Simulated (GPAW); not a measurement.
# Core-hole calculation of the Ti K edge in TiO2 (Anatase, I4_1/amd), part 2 of 4

How does the Ti K edge of TiO2 (Anatase, I4_1/amd) move when the bonds are compressed or stretched?

GPAW 26.7.0; X-ray absorption from dipole matrix elements to empty bands, plane-wave PAW revPBE.

So far. Step 2 (The field without a hole): The mesh shows a gap of 2.16 eV, so the hole is first treated in a charged cell, without the excited electron.

**4. Spectrum with FCH, Ti atom 1**

The holes are 5.4 Å apart. In GPAW the data set carries the hole's charge, so charge=0 means a charged cell and charge=-1 a neutral one. The excited electron is left out and a uniform background balances the charge. After the field has converged, empty bands are computed with the density fixed and the dipole matrix elements are summed.

The absorber has 4 O at 1.93 Å and 2 O at 1.98 Å (distorted octahedral, site symmetry -4m2).

xas.py reads:

```python
import numpy as np
from ase import Atoms
from ase.parallel import parprint, paropen
from gpaw import GPAW, PW, FermiDirac, Mixer, MixerDif, setup_paths
from gpaw.test import gen
setup_paths.insert(0, '.')
gen('Ti', name='fch1s', xcname='revPBE', corehole=(1, 0, 1), write_xml=True)
from gpaw.mpi import world
world.barrier()

atoms = Atoms('Ti4O8',
    cell=[[3.7842, -3.7842, 0],
     [3.7842, 3.7842, 0],
     [-1.8921, 1.8921, 4.7573]],
    scaled_positions=[[0, 0.25, 0.5],
     [0.5, 0.75, 0.5],
     [0, 0, 0],
     [0.5, 0.5, 0],
     [0.7919, 0, 0.5838],
     [0.2919, 0.5, 0.5838],
     [0.7919, 0.25, 0.0838],
     [0.2919, 0.75, 0.0838],
     [0.2081, 0.25, 0.9162],
     [0.7081, 0.75, 0.9162],
     [0.2081, 0, 0.4162],
     [0.7081, 0.5, 0.4162]],
    pbc=True)
atoms.calc = calc = GPAW(legacy_gpaw=True, mode=PW(500, force_complex_dtype=True), xc='revPBE', setups={0: 'fch1s'},
    kpts={'size': (4, 3, 4), 'gamma': True}, occupations=FermiDirac(0.02),
    charge=0, mixer=Mixer(0.1, 5, 50), maxiter=150,
    convergence={'density': 0.0001, 'eigenstates': 1e-6}, txt='scf.txt')
energy = atoms.get_potential_energy() + calc.get_reference_energy()
ef = calc.get_fermi_level()
out = dict(energy=energy, fermi=ef, forces=atoms.get_forces().tolist())
parprint(f'all-electron energy {energy:.4f} eV, Fermi level {ef:.4f} eV')
ev = np.array([[calc.get_eigenvalues(k, s) for k in range(len(calc.get_ibz_k_points()))] for s in range(calc.get_number_of_spins())])
out['homo'], out['lumo'], out['counts'] = ev[ev < ef].max(), ev[ev > ef].min(), sorted(set((ev < ef).sum((0, 2)).tolist()))
out['filled'] = (ev[:, 0] < ef).sum(1).tolist()

from ase.units import Ha
from gpaw.xas import dipole_matrix_elements
nb = int(calc.get_number_of_electrons() / 2) + 104
top, nb = nb, nb + 8 + nb // 12
nscf = calc.fixed_density(kpts={'size': (5, 5, 5), 'gamma': True}, nbands=nb,
    convergence={'bands': top, 'eigenstates': 5e-3}, maxiter=60, txt='nscf.txt')
cell = atoms.cell.array
ops = [cell.T @ U.T @ np.linalg.inv(cell.T) for U in nscf.wfs.kd.symmetry.op_scc]
filled = [48]  # bands filled in the ground state, by spin
E = np.arange(-6, 34, 0.1)
fwhm = np.interp(E, [4, 25], [0.94, 3.5])
Y, X, zero, highest = 0, 0, 1e9, 1e9
for spin in range(nscf.get_number_of_spins()):
    wfs = nscf.wfs
    mine = wfs.bd.get_slice()  # this rank's bands
    A = dipole_matrix_elements(wfs.setups[0])
    eps = np.zeros((wfs.kd.nibzkpts, nb))
    d = np.zeros((3, A.shape[1], wfs.kd.nibzkpts, nb), complex)
    for kpt in wfs.kpt_u:
        if kpt.s == spin and 0 in kpt.P_ani:
            eps[kpt.k, mine] = kpt.eps_n * Ha
            d[:, :, kpt.k, mine] = (kpt.weight * wfs.nspins / 2) ** 0.5 * np.inner(A, kpt.P_ani[0])
    world.sum(eps)
    world.sum(d)
    T = np.einsum('amkn,bmkn->abkn', d, d.conj()).real
    T = sum(np.einsum('ai,ijkn,bj->abkn', R, T, R) for R in ops) / len(ops)
    empty = np.ones_like(eps, bool) & (np.arange(nb) >= filled[spin])
    zero, highest = min(zero, eps[empty].min()), min(highest, eps[:, top - 1].min())
    lines = [(eps, T, empty)] if spin == 0 else lines + [(eps, T, empty)]
for eps, T, empty in lines:
    f = np.einsum('aakn->akn', T).reshape(3, -1)
    x = eps.ravel() - zero
    w = np.interp(x, E, fwhm) / 2.35482
    g = np.exp(-0.5 * ((E[:, None] - x) / w) ** 2) / (w * (2 * np.pi) ** 0.5)
    Y = Y + (f * empty.ravel()) @ g.T
    X = X + (f * ~empty.ravel()) @ g.T
out.update(E=E.round(2).tolist(), xas=Y.tolist(), xes=X.tolist(), zero=zero, valid=highest - zero, nk=len(eps), nb=nb)
for i in range(0, len(E), 10):
    parprint(f'{E[i]:7.2f}', *(f'{v:10.3e}' for v in Y[:, i]))
import json
with paropen('out.json', 'w') as f:
    json.dump(out, f)
```

Command:

```bash
> OMP_NUM_THREADS=1 mpirun -n 4 gpaw python xas.py
```

Numbers of over 12 decimals in the logs are rounded to 6 here.

Output:

```text
Input parameters:
  convergence: {density: 0.0001,
                eigenstates: 1e-06}
  kpts: {gamma: True,
         size: (4, 3, 4)}
  maxiter: 150
  mixer: {backend: pulay,
          beta: 0.1,
          method: separate,
          nmaxold: 5,
          weight: 50}
  mode: {ecut: 500.0,
         force_complex_dtype: True,
         name: pw}
  occupations: {fixmagmom: False,
                name: fermi-dirac,
                width: 0.02}
  setups: {0: fch1s}
  xc: revPBE

Initialize ...

[... PAW data sets ...]

Reference energy: -104253.326217  # eV

Spin-paired calculation

[... convergence settings ...]
Symmetries present (total): 2
  [... symmetry matrices ...]

48 k-points: 4 x 3 x 4 Monkhorst-Pack grid + [1/8,0.000000,1/8]
20 k-points in the irreducible part of the Brillouin zone
       k-points in crystal coordinates                weights
   0:     0.00000000    0.00000000    0.00000000          1/48
   1:     0.00000000    0.00000000    0.25000000          2/48
   2:     0.00000000    0.00000000    0.50000000          1/48
   3:     0.00000000    0.33333333    0.00000000          2/48
   4:     0.00000000    0.33333333    0.25000000          4/48
   5:     0.00000000    0.33333333    0.50000000          2/48
   6:     0.25000000    0.00000000   -0.25000000          2/48
   7:     0.25000000    0.00000000    0.00000000          2/48
   8:     0.25000000    0.00000000    0.25000000          2/48
   9:     0.25000000    0.00000000    0.50000000          2/48
          ...
  19:     0.50000000    0.33333333    0.50000000          2/48

Wave functions: Plane wave expansion
  Cutoff energy: 500.000 eV
  Number of coefficients (min, max): 3419, 3480
  Pulay-stress correction: 0.000000 eV/Ang^3 (de/decut=0.000000)
  Using FFTW library
  Wavefunction extrapolation:
    Improved wavefunction reuse through dual PAW basis

Occupation numbers: Fermi-Dirac:
  width: 0.0200  # eV

Eigensolver
   Davidson(niter=2)

Densities:
  Coarse grid: 28*28*30 grid
  Fine grid: 56*56*60 grid
  Total Charge: 1.000000

Density mixing:
  Method: separate
  Backend: pulay
  Linear mixing parameter: 0.1
  old densities: 5
  Width of damping distribution: 1.1
  Damping of long wavelength oscillations: 50

[... Hamiltonian set-up ...]
Number of atoms: 12
Number of atomic orbitals: 84
Number of bands in calculation: 62
Number of valence electrons: 96
Bands to converge: occupied

... initialized

Initializing position-dependent things.

Density initialized from atomic densities
Creating initial wave functions:
  62 bands from LCAO basis set

          O        O

          Ti  O    Ti

        O   O     OO

        Ti        Ti
                O

Atomic positions and initial magnetic moments

Positions:
   0 Ti     0.000000    1.892100    2.378650    ( 0.0000,  0.0000,  0.0000)
   1 Ti     3.784200    1.892100    2.378650    ( 0.0000,  0.0000,  0.0000)
   2 Ti     0.000000    0.000000    0.000000    ( 0.0000,  0.0000,  0.0000)
   3 Ti     3.784200    0.000000    0.000000    ( 0.0000,  0.0000,  0.0000)
   4 O      1.892100   -1.892100    2.777312    ( 0.0000,  0.0000,  0.0000)
   5 O      1.892100    1.892100    2.777312    ( 0.0000,  0.0000,  0.0000)
   6 O      3.784200   -1.892100    0.398662    ( 0.0000,  0.0000,  0.0000)
   7 O      3.784200    1.892100    0.398662    ( 0.0000,  0.0000,  0.0000)
   8 O     -0.000000    1.892100    4.358638    ( 0.0000,  0.0000,  0.0000)
   9 O      3.784200    1.892100    4.358638    ( 0.0000,  0.0000,  0.0000)
  10 O     -0.000000    0.000000    1.979988    ( 0.0000,  0.0000,  0.0000)
  11 O      3.784200    0.000000    1.979988    ( 0.0000,  0.0000,  0.0000)

Unit cell:
           periodic     x           y           z      points  spacing
  1. axis:    yes    3.784200   -3.784200    0.000000    28     0.1666
  2. axis:    yes    3.784200    3.784200    0.000000    28     0.1911
  3. axis:    yes   -1.892100    1.892100    4.757300    30     0.1586

  Lengths:   5.351667   5.351667   5.458204
  Angles:   90.000000 119.356402  90.000000

Effective grid spacing dv^(1/3) = 0.1796

iter:   1  -127.750066
iter:   2  -119.229581   -0.84  -0.97
iter:   3  -113.646455   +0.37  -1.05
iter:   4  -113.017802   -0.70  -1.42
iter:   5  -112.877789   -1.70  -1.45
iter:   6  -113.015332   -1.48  -1.50
iter:   7  -112.991066   -2.52  -2.14
iter:   8  -112.987501c  -3.32  -2.49
iter:   9  -112.985954c  -3.95  -2.59
iter:  10  -112.985444c  -3.75  -2.64
iter:  11  -112.985978c  -4.01  -2.85
iter:  12  -112.985926c  -4.59  -3.13
iter:  13  -112.985936c  -4.77  -3.30
iter:  14  -112.985883c  -4.89  -3.51
iter:  15  -112.985875c  -5.43  -3.78
iter:  16  -112.985873c  -6.53c -4.13c

Converged after 16 iterations.

Dipole moment: (-0.034404, -0.034404, 0.000000) |e|*Ang

Energy contributions relative to reference atoms: (reference = -104253.326217)

Kinetic:        +71.845171
Potential:     -106.801432
External:        +0.000000
XC:             -78.795447
Entropy (-ST):   -0.000000
Local:           +0.765835
SIC:             +0.000000
--------------------------
Free energy:   -112.985873
Extrapolated:  -112.985873

Showing only first 2 kpts
 Kpt  Band  Eigenvalues  Occupancy
  0    46      3.90985    2.00000
  0    47      4.05092    2.00000
  0    48      5.00649    0.00000
  0    49      5.67451    0.00000

  1    46      3.76921    2.00000
  1    47      3.88863    2.00000
  1    48      5.03881    0.00000
[...]
Fermi level: 4.49598

Gap: 0.936 eV
Transition (v -> c):
  (s=0, k=2, n=47, [0.00, 0.00, 0.50]) -> (s=0, k=0, n=48, [0.00, 0.00, 0.00])
Direct/indirect transitions are different
Direct gap: 0.956 eV
Transition at: (s=0, k=0, n=47, [0.00, 0.00, 0.00])

Forces in eV/Ang:
  0 Ti    0.00010    0.00010    0.00000
  1 Ti    0.00010    0.00010    0.00000
  2 Ti   -0.57931   -0.57931    0.00000
  3 Ti    0.57911    0.57911    0.00000
  4 O     1.59109    0.03107   -0.62369
  5 O    -1.59363   -0.02982   -0.62365
  6 O    -0.00065    0.00130    1.13076
  7 O    -0.00065    0.00131   -0.02268
  8 O     0.00130   -0.00065   -1.13076
  9 O     0.00131   -0.00065    0.02268
 10 O     0.03107    1.59109    0.62369
 11 O    -0.02982   -1.59363    0.62365
Scalar-relativistic atomic revPBE calculation for Ti (Titanium, Z=22)
Core hole in 1s state (1s occupation: 1.0)
600 radial gridpoints.
|------------------------------------------------|
|------------------------------------------------|
[... the atom generator's iteration count ...]

Energy contributions:
-------------------------
Kinetic:     +674.555494
XC:           -35.528811
Potential:  -1309.014131
-------------------------
Total:       -669.987449

state      eigenvalue         ekin         rmax
-----------------------------------------------
1s^1.0 :  -188.350914   241.693283        0.045
2s^2.0 :   -22.070789    44.178333        0.261
2p^6.0 :   -19.007405    43.735336        0.209
3s^2.0 :    -3.000876     9.433296        0.829
3p^6.0 :    -2.109989     8.328289        0.841
3d^2.0 :    -0.653778     5.317498        0.857
4s^2.0 :    -0.451735     1.311103        2.541
4p^0.0 :    -0.293614     0.932887        2.975
-----------------------------------------------
(units: Bohr and Hartree)

Generating PAW setup
Kinetic energy of the core from tauc = 595.552468
Cutoffs:
rc(s)=2.400
rc(p)=2.000
rc(d)=2.000
rc(vbar)=1.800
rc(comp)=2.300
rc(nct)=2.400

Kinetic energy of the core states: 592.461964
Charge: 1.0
Core electrons: 9.0
Valence electrons: 12.0
Pseudo-core charge: 0.000000
Shape function alpha=1.890
Pseudo-electron charge 5.302534
state    eigenvalue         norm
--------------------------------
3s(2) :    -3.000876     0.214950
4s(2) :    -0.451735     1.018857
3p(6) :    -2.109989     0.332686
4p(0) :    -0.293614     0.969289
3d(2) :    -0.653778     0.419401
*d    :     0.346222
--------------------------------

Diagonalizing with gridspacing h=0.050

state   all-electron     PAW
-------------------------------
3s:      -3.000876    -3.001156
3p:      -2.109989    -2.110637
3d:      -0.653778    -0.654373
*f:                   -0.031149
-------------------------------
all-electron energy -104366.3121 eV, Fermi level 4.4960 eV
[...]
31.00  5.690e-07  5.690e-07  4.950e-07
  32.00  5.793e-07  5.793e-07  5.361e-07
  33.00  6.055e-07  6.055e-07  6.082e-07
```

Elapsed: 1.8 min, on 4 MPI ranks of Arm Neoverse V2, shared host; peak memory 0.46 GiB.

The Ti K spectrum, Ti atom 1, full core hole (charged cell) (energy from the lowest empty level; intensity scaled to a mean of 1 over the first 20 eV; polarised curves are means over the symmetry-equivalent atoms):

```csv
E (eV),isotropic,ε ⊥ c,ε ∥ c
-2.0,0.00,0.00,0.00
-0.5,0.01,0.01,0.00
1.0,0.15,0.22,0.01
2.5,0.29,0.31,0.24
4.0,0.17,0.15,0.21
5.5,0.44,0.42,0.48
7.0,0.03,0.03,0.04
8.5,0.09,0.05,0.15
10.0,0.32,0.27,0.40
11.5,0.64,0.69,0.55
13.0,0.75,0.72,0.79
14.5,1.38,1.43,1.29
16.0,2.59,2.88,2.01
17.5,3.35,2.96,4.15
19.0,2.80,2.44,3.51
20.5,2.34,2.44,2.13
22.0,2.17,2.19,2.11
23.5,1.94,1.86,2.09
25.0,1.90,1.85,1.99
26.5,1.87,1.82,1.96
28.0,1.75,1.71,1.82
29.5,1.77,1.81,1.69
31.0,1.85,1.94,1.69
```

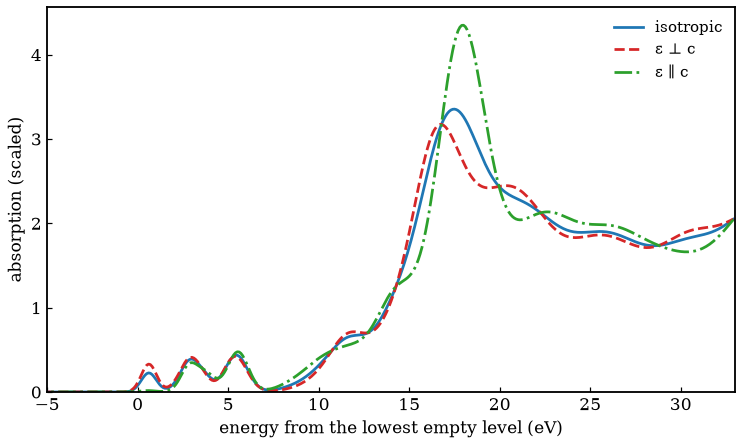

The Ti K edge, Ti atom 1, full core hole (charged cell): main maxima at 3.0, 5.4 and 17.5 eV.

Main maxima below 30 eV (height): 0.6 eV (0.23), 3.0 eV (0.39), 5.4 eV (0.44) and 17.5 eV (3.35). A K edge sees empty p states. The first eV above the zero hold little dipole weight, as the lowest empty bands are of d character; the main edge, of 4p character, rises through 0.6 near 11 eV above the zero.

The hole costs E(hole) − E(ground) = 4980.14 eV, and the lowest empty level of the hole cell on the spectrum's mesh lies at 5.01 eV, which puts the zero at 4985.15 eV. One term is added: -22.82 eV, since the hole is spin-paired here and a spin-polarised one costs that much less in the free atom (computed apart). The photon energy is then 4962.33 eV. The tabulated edge of the element is 4966 eV. The functional and the charged cell's background leave an error of a few eV in such absolute values.

**5. Reference energy of the supercell**

The cell changes for the next run, so it gets a reference energy of its own.

The cell differs from the one that the last finished run ended in (a 5.352 → 5.242 Å, b 5.352 → 5.242 Å, c 5.458 → 5.347 Å).

scf.py reads:

```python
import numpy as np
from ase import Atoms
from ase.parallel import parprint, paropen
from gpaw import GPAW, PW, FermiDirac, Mixer, MixerDif, setup_paths
from gpaw.test import gen
setup_paths.insert(0, '.')
gen('Ti', name='nch1s', xcname='revPBE', corehole=(1, 0, 0), write_xml=True)
from gpaw.mpi import world
world.barrier()

atoms = Atoms('Ti4O8',
    cell=[[3.70694975, -3.70694975, 0],
     [3.70694975, 3.70694975, 0],
     [-1.85347488, 1.85347488, 4.66018499]],
    scaled_positions=[[0, 0.25, 0.5],
     [0.5, 0.75, 0.5],
     [0, 0, 0],
     [0.5, 0.5, 0],
     [0.7919, 0, 0.5838],
     [0.2919, 0.5, 0.5838],
     [0.7919, 0.25, 0.0838],
     [0.2919, 0.75, 0.0838],
     [0.2081, 0.25, 0.9162],
     [0.7081, 0.75, 0.9162],
     [0.2081, 0, 0.4162],
     [0.7081, 0.5, 0.4162]],
    pbc=True)
atoms.calc = calc = GPAW(legacy_gpaw=True, mode=PW(500, force_complex_dtype=True), xc='revPBE', setups={0: 'nch1s'},
    kpts={'size': (4, 3, 4), 'gamma': True}, occupations=FermiDirac(0.02),
    charge=0, mixer=Mixer(0.1, 5, 50), maxiter=150,
    convergence={'density': 0.0001, 'eigenstates': 1e-6}, txt='scf.txt')
energy = atoms.get_potential_energy() + calc.get_reference_energy()
ef = calc.get_fermi_level()
out = dict(energy=energy, fermi=ef, forces=atoms.get_forces().tolist())
parprint(f'all-electron energy {energy:.4f} eV, Fermi level {ef:.4f} eV')
ev = np.array([[calc.get_eigenvalues(k, s) for k in range(len(calc.get_ibz_k_points()))] for s in range(calc.get_number_of_spins())])
out['homo'], out['lumo'], out['counts'] = ev[ev < ef].max(), ev[ev > ef].min(), sorted(set((ev < ef).sum((0, 2)).tolist()))
out['filled'] = (ev[:, 0] < ef).sum(1).tolist()
import json
with paropen('out.json', 'w') as f:
    json.dump(out, f)
```

Command:

```bash
> OMP_NUM_THREADS=1 mpirun -n 4 gpaw python scf.py
```

Output:

```text
Input parameters:
  convergence: {density: 0.0001,
                eigenstates: 1e-06}
  kpts: {gamma: True,
         size: (4, 3, 4)}
  maxiter: 150
  mixer: {backend: pulay,
          beta: 0.1,
          method: separate,
          nmaxold: 5,
          weight: 50}
  mode: {ecut: 500.0,
         force_complex_dtype: True,
         name: pw}
  occupations: {fixmagmom: False,
                name: fermi-dirac,
[...]
4s(2) :    -0.162691     0.992363
3p(6) :    -1.428688     0.433633
4p(0) :    -0.053464     0.982847
3d(2) :    -0.154679     0.587700
*d    :     0.845321
--------------------------------

Diagonalizing with gridspacing h=0.050

state   all-electron     PAW
-------------------------------
3s:      -2.303672    -2.303971
3p:      -1.428688    -1.429382
3d:      -0.154679    -0.155181
*f:                    0.060914
-------------------------------
all-electron energy -109345.4989 eV, Fermi level 5.6279 eV
[key lines of the parts left out:]
Converged after 22 iterations.
Dipole moment: (0.000013, 0.000013, -0.000000) |e|*Ang
Free energy:    -95.997654
Fermi level: 5.62789
```

Wall time 39 s (4 MPI ranks); peak memory 0.27 GiB; 2.6 min of CPU time.

Reference energy: -109345.499 eV with the cores included.

**6. Spectrum with FCH, Ti atom 1**

Shorter bonds are expected to push antibonding states and scattering resonances up, and longer ones down; the cell is scaled to test that.

Changed against the first core-hole run: volume scale from 1 to 0.94.

Edit xas.py of step 4 so:

```diff
@@ -11,5 +11,5 @@
 atoms = Atoms('Ti4O8',
-    cell=[[3.7842, -3.7842, 0],
-     [3.7842, 3.7842, 0],
-     [-1.8921, 1.8921, 4.7573]],
+    cell=[[3.70694975, -3.70694975, 0],
+     [3.70694975, 3.70694975, 0],
+     [-1.85347488, 1.85347488, 4.66018499]],
     scaled_positions=[[0, 0.25, 0.5],
@@ -41,3 +41,3 @@
 from gpaw.xas import dipole_matrix_elements
-nb = int(calc.get_number_of_electrons() / 2) + 104
+nb = int(calc.get_number_of_electrons() / 2) + 99
 top, nb = nb, nb + 8 + nb // 12
```

Command:

```bash
> OMP_NUM_THREADS=1 mpirun -n 4 gpaw python xas.py
```

Output:

```text
Input parameters:
  convergence: {density: 0.0001,
                eigenstates: 1e-06}
  kpts: {gamma: True,
         size: (4, 3, 4)}
  maxiter: 150
  mixer: {backend: pulay,
          beta: 0.1,
          method: separate,
          nmaxold: 5,
          weight: 50}
  mode: {ecut: 500.0,
         force_complex_dtype: True,
         name: pw}
  occupations: {fixmagmom: False,
                name: fermi-dirac,
[...]
*d    :     0.346222
--------------------------------

Diagonalizing with gridspacing h=0.050

state   all-electron     PAW
-------------------------------
3s:      -3.000876    -3.001156
3p:      -2.109989    -2.110637
3d:      -0.653778    -0.654373
*f:                   -0.031149
-------------------------------
all-electron energy -104366.3128 eV, Fermi level 5.1530 eV
[...]
32.00  5.509e-07  5.509e-07  4.894e-07
  33.00  5.544e-07  5.544e-07  5.253e-07
[key lines of the parts left out:]
Converged after 18 iterations.
Dipole moment: (-0.039810, -0.039810, -0.000000) |e|*Ang
Free energy:   -112.986610
Fermi level: 5.15295
```

It took 1.9 min on 4 MPI ranks; peak memory 0.44 GiB; 7.7 min of CPU time.

```csv
E (eV),first run,this run
-2.0,0.00,0.00
-1.0,0.00,0.00
0.0,0.08,0.07
1.0,0.15,0.24
2.0,0.10,0.08
3.0,0.39,0.45
4.0,0.17,0.29
5.0,0.34,0.20
6.0,0.30,0.50
7.0,0.03,0.14
8.0,0.05,0.04
9.0,0.14,0.11
10.0,0.32,0.26
11.0,0.56,0.48
12.0,0.67,0.63
13.0,0.75,0.63
14.0,1.11,0.91
15.0,1.72,1.49
16.0,2.59,2.27
17.0,3.27,3.12
18.0,3.26,3.48
19.0,2.80,3.25
20.0,2.43,2.79
21.0,2.29,2.54
22.0,2.17,2.44
23.0,2.00,2.30
24.0,1.90,2.16
25.0,1.90,2.12
26.0,1.89,2.15
27.0,1.82,2.14
28.0,1.75,2.03
29.0,1.74,1.91
30.0,1.80,1.89
31.0,1.85,1.95
32.0,1.92,2.01
```

The scaled spectrum changes by 13 % r.m.s. The highest intensity below 24 eV goes from 17.5 eV (3.35) to 18.1 eV (3.48).

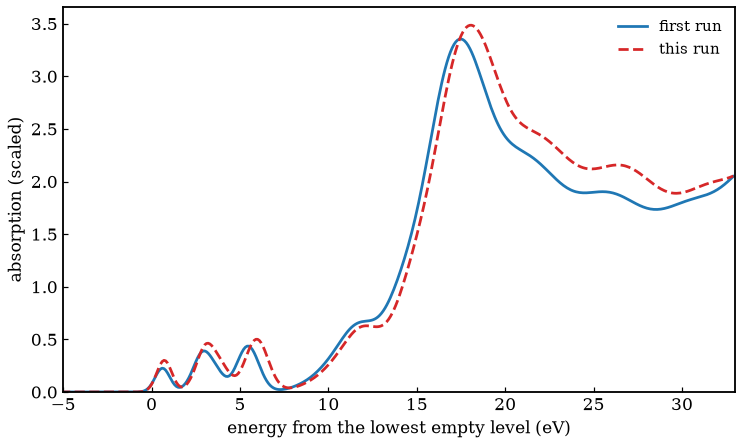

The effect of the change (volume scale from 1 to 0.94).

The photon energy of the zero moves by -0.22 eV.

(Continued in part 3 of 4.)

[Banner, clock and machine lines of the logs are left out without a mark of their own.]

[Logs are printed without paths, hosts, clocks, repeated set-up lines and the standing remarks that a program may print on its own settings, such as how far it seeks lower states.]

[Hosts, paths, dates, database ids (printed as entryN), source tags and the programs' standing remarks are cut or masked in the printed files.]

[Lists of maxima count a maximum above −3 eV only where it reaches 4 % of the highest in the window and stands out from its surroundings by 2 % of it (1.5 % where it reaches 55 %); shoulders and weaker maxima are passed over, and of the rest the first, up to two pre-edge ones and the few strongest are named.]
